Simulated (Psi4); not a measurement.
# UCAM-B3LYP/cc-pVDZ run of Si2NH6 (SMILES [SiH2]N[SiH3])

What is the vertical ionisation energy of Si2NH6 at UCAM-B3LYP/cc-pVDZ? 

Program for the calculation: Psi4 1.11.

2 further runs of the same task are left out: 2 set aside as unsound or not needed. Runs told in other sessions of the task aren't counted.

## 1. Starting point

The species is Si2NH6 (9 atoms), meant as a doublet with charge 0. SMILES: `[SiH2]N[SiH3]`. Geometry: relaxed at PBE0-D4/def2-TZVP. This is one conformer, not always the lowest.

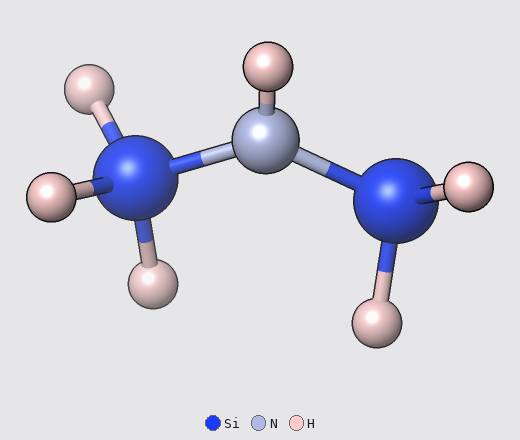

Viewed from a chosen angle; silicon blue, nitrogen light blue, hydrogen pink.

## 2. Energy and forces at UCAM-B3LYP/cc-pVDZ

Input file h6nsi2.py:

```python
import psi4

psi4.set_memory(2200000000)
psi4.set_num_threads(1)
psi4.set_output_file('run.log', False)

geom = psi4.geometry("""
0 2
Si    -2.26937210     1.74856358    -1.79221626
N      0.37208707     1.18259061     0.04762110
Si     1.15594547    -1.55052029     1.66333693
H     -3.05474228    -0.70297812    -2.93757926
H     -1.59285015     3.61580197    -3.80005026
H      1.44393973     2.71988281     0.41989714
H      3.74657101    -2.41223540     0.99286211
H     -0.71469442    -3.50241840     0.92313121
H      1.08016745    -1.18618109     4.45106091
units bohr
symmetry c1
no_reorient
no_com
""")

psi4.set_options({
    'basis': 'cc-pVDZ',
    'reference': 'uks',
    'puream': True,
    'e_convergence': 1e-09,
    'd_convergence': 1e-08,
    'scf_type': 'pk',
    'dft_radial_points': 99,
    'dft_spherical_points': 590,
    'maxiter': 100,
})

result, w = psi4.gradient("cam-b3lyp", return_wfn=True)
psi4.oeprop(w, "DIPOLE", "MULLIKEN_CHARGES", "QUADRUPOLE", title="CAM-B3LYP")
print('gradient / Eh bohr^-1')
print(result.np.round(6))
print(f'energy = {w.energy():.10f} Eh')
```

Started as:

```
$ python h6nsi2.py
```

run.log, cut to the lines that bear on the results:

```text
[...]
  Running in c1 symmetry.
[...]
  Nuclear repulsion =  147.533691585617134
[...]
  Multiplicity = 2
[...]
  Nalpha       = 21
  Nbeta        = 20
[...]
    Number of basis functions: 80
[...]
   @UKS iter   1:  -637.11028527081328   -4.05403e-01   7.99950e-03 DIIS/ADIIS
[...]
   @UKS iter  12:  -637.29409361330841   -1.46656e-11   7.39876e-09 DIIS
[...]
   @S^2 Observed:                7.523338482E-01
[...]
  @UKS Final Energy:  -637.29409361330841
   => Energetics <=
    Nuclear Repulsion Energy =            147.5336915856171345
    One-Electron Energy =               -1173.6733025341609391
    Two-Electron Energy =                 427.1866675282830101
    DFT Exchange-Correlation Energy =     -38.3411501930476035
    Empirical Dispersion Energy =           0.0000000000000000
    VV10 Nonlocal Energy =                  0.0000000000000000
    Total Energy =                       -637.2940936133084051
  UHF NO Occupations:
  HONO-2 :   19  A 1.9998217
  HONO-1 :   20  A 1.9991078
[...]
  -Total Gradient:
     Atom            X                  Y                   Z
    ------   -----------------  -----------------  -----------------
       1        0.011068416982    -0.003880604635     0.004448618632
       2       -0.002951096995    -0.002808927223     0.000925176708
       3       -0.003477085440     0.008692876277    -0.005816407800
       4        0.000767989149     0.002349448379     0.001282055348
       5       -0.000818212276    -0.001855039768     0.002196657723
       6       -0.003709609853    -0.005194489153    -0.001389924692
       7       -0.002582280533     0.001023963272     0.000673861467
       8        0.001506096567     0.001861526078     0.000493512878
       9        0.000196356412    -0.000187759686    -0.002817383058
[...]
 Multipole Moments:
 ------------------------------------------------------------------------------------
     Multipole            Electronic (a.u.)      Nuclear  (a.u.)        Total (a.u.)
 ------------------------------------------------------------------------------------
 L = 1.  Multiply by 2.5417464519 to convert [e a0] to [Debye]
 Dipole X            :         12.3741879          -12.0749720            0.2992160
 Dipole Y            :         -9.3583490            9.5826121            0.2242631
 Dipole Z            :          1.5952995           -1.4216411            0.1736585
 Magnitude           :                                                    0.4122880
 L = 2.  Multiply by 1.3450342976 to convert [e a0^2] to [Debye ang]
 Quadrupole XX       :       -148.7065311          121.4447048          -27.2618262
 Quadrupole XY       :         86.4527584          -85.0666230            1.3861354
[...]
  Mulliken Charges: (a.u.)
   Center  Symbol    Alpha    Beta     Spin     Total
       1    SI     7.26839  6.50330  0.76509  0.22832
       2     N     3.73973  3.60738  0.13235 -0.34711
       3    SI     6.80051  6.80631 -0.00580  0.39319
       4     H     0.55795  0.51134  0.04661 -0.06928
       5     H     0.56575  0.50794  0.05781 -0.07369
       6     H     0.43833  0.44281 -0.00448  0.11886
       7     H     0.54662  0.53943  0.00719 -0.08605
       8     H     0.53758  0.53777 -0.00019 -0.07535
       9     H     0.54515  0.54373  0.00142 -0.08888
   Total alpha = 21.00000, Total beta = 20.00000, Total charge = -0.00000
```

On the terminal:

```text
gradient / Eh bohr^-1
[[ 0.011068 -0.003881  0.004449]
 [-0.002951 -0.002809  0.000925]
 [-0.003477  0.008693 -0.005816]
 [ 0.000768  0.002349  0.001282]
 [-0.000818 -0.001855  0.002197]
 [-0.00371  -0.005194 -0.00139 ]
 [-0.002582  0.001024  0.000674]
 [ 0.001506  0.001862  0.000494]
 [ 0.000196 -0.000188 -0.002817]]
energy = -637.2940936133 Eh
```

Run time: 50 s. Hardware: 1 thread of Intel Xeon 6975P-C (Granite Rapids), shared host; peak memory 1.5 GiB.

## 3. The singlet cation: a single-point energy at CAM-B3LYP/cc-pVDZ

Input file input.inp:

```
memory 2.2 GB

molecule {
  1 1
  Si    -1.200900     0.925300    -0.948400
  N      0.196900     0.625800     0.025200
  Si     0.611700    -0.820500     0.880200
  H     -1.616500    -0.372000    -1.554500
  H     -0.842900     1.913400    -2.010900
  H      0.764100     1.439300     0.222200
  H      1.982600    -1.276500     0.525400
  H     -0.378200    -1.853400     0.488500
  H      0.571600    -0.627700     2.355400
  symmetry c1
  no_reorient
  no_com
}

set {
  basis cc-pVDZ
  reference rks
  puream true
  e_convergence 1e-09
  d_convergence 1e-08
  scf_type pk
  dft_radial_points 99
  dft_spherical_points 590
}

e_tot, wfn = energy('cam-b3lyp', return_wfn=True)
oeprop(wfn, 'LOWDIN_CHARGES', 'MAYER_INDICES', 'WIBERG_LOWDIN_INDICES')
```

Started as:

```
$ psi4 input.inp input.out -n 1
```

input.out, cut to the lines that bear on the results:

```text
[...]
  Running in c1 symmetry.
[...]
  Nuclear repulsion =  147.533691464414431
[...]
  Multiplicity = 1
[...]
  Nalpha       = 20
  Nbeta        = 20
[...]
    Number of basis functions: 80
[...]
   @RKS iter   1:  -636.83769631746918   -1.32814e-01   7.48720e-03 ADIIS/DIIS
[...]
   @RKS iter  11:  -637.01554104280797   -2.28511e-11   9.56882e-09 DIIS
[...]
    Orbital Energies [Eh]
    ---------------------
    Doubly Occupied:
       1A    -66.510921     2A    -66.400020     3A    -14.645666
       4A     -5.653757     5A     -5.549054     6A     -4.016468
       7A     -4.011115     8A     -4.009468     9A     -3.910044
      10A     -3.906459    11A     -3.906102    12A     -1.171084
      13A     -0.853914    14A     -0.822760    15A     -0.726795
      16A     -0.666891    17A     -0.639774    18A     -0.626459
      19A     -0.572681    20A     -0.545539
[...]
  @RKS Final Energy:  -637.01554104280797
   => Energetics <=
    Nuclear Repulsion Energy =            147.5336914644144315
    One-Electron Energy =               -1164.5038940981557971
    Two-Electron Energy =                 418.1062156680910107
    DFT Exchange-Correlation Energy =     -38.1515540771575843
    Empirical Dispersion Energy =           0.0000000000000000
    VV10 Nonlocal Energy =                  0.0000000000000000
    Total Energy =                       -637.0155410428079676
[...]
 Multipole Moments:
 ------------------------------------------------------------------------------------
     Multipole            Electronic (a.u.)      Nuclear  (a.u.)        Total (a.u.)
 ------------------------------------------------------------------------------------
 L = 1.  Multiply by 2.5417464519 to convert [e a0] to [Debye]
 Dipole X            :         10.7822087          -12.0749720           -1.2927633
 Dipole Y            :         -8.1100392            9.5826122            1.4725730
 Dipole Z            :          0.6296638           -1.4216410           -0.7919772
 Magnitude           :                                                    2.1135127
[...]
```

Wall time 21 s (1 thread of Intel Xeon 6975P-C (Granite Rapids), shared host); peak memory 1.5 GiB.

## 4. Outcome

At UCAM-B3LYP/cc-pVDZ:

| quantity | value |
| --- | --- |
| doublet Si2NH6: total energy | -637.29409 Eh |
| doublet Si2NH6: dipole moment | 1.05 D |
| doublet Si2NH6: HOMO energy (highest over α and β) | -6.56 eV |
| doublet Si2NH6: LUMO energy (lowest over α and β) | -0.84 eV |
| doublet Si2NH6: ⟨S²⟩ | 0.752 |
| doublet Si2NH6: largest force on an atom | 0.645 eV/Å |
| singlet cation: total energy | -637.01554 Eh |
| singlet cation: HOMO energy | -14.84 eV |
| singlet cation: LUMO energy | -8.50 eV |
| singlet cation: HOMO–LUMO gap | 6.35 eV |
| vertical ionisation energy (to the singlet cation) | 7.580 eV |

The vertical ionisation energy comes to 7.58 eV (175 kcal/mol). The largest force (doublet Si2NH6) is 0.65 eV/Å: the shape isn't a stationary point for this species at this level.
